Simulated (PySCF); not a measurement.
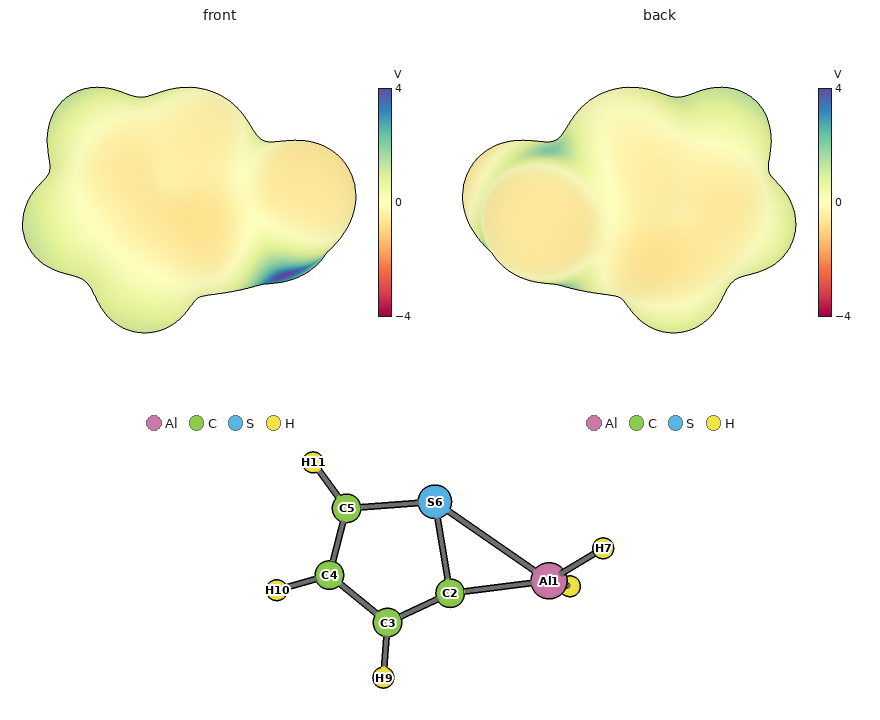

Figure 1: C₄H₅AlS. The electrostatic potential painted on the density surface at 0.002 e/bohr³, seen from the front and from behind; red is negative and blue positive. The bare structure is drawn below in the same view.

Geometry: GFN2-xTB.

Computed with PBE0/pcSseg-1, SCF density, gas phase, non-relativistic in PySCF.

```xyz
11

Al    2.4365    0.2533   -0.2016
C     0.6107   -0.2540    0.2576
C    -0.4723   -0.8782    0.8182
C    -1.7249   -0.4173    0.3613
C    -1.6228    0.5720   -0.5622
S     0.0188    0.9683   -0.8995
H     3.0755    1.4992    0.4573
H     3.1233   -0.3660   -1.4417
H    -0.3678   -1.6618    1.5499
H    -2.6657   -0.8102    0.7059
H    -2.4059    1.0973   -1.0712
```

Where is the surface potential most negative and most positive?

Answer. The most negative region (about −0.7 V, or −16 kcal/mol for a unit charge) lies over the π face of C2 and C3, the most positive (about +3.7 V, or +85 kcal/mol for a unit charge) over Al1.

How polar is the molecule by this calculation?

Answer. Its dipole moment is 1.47 D.
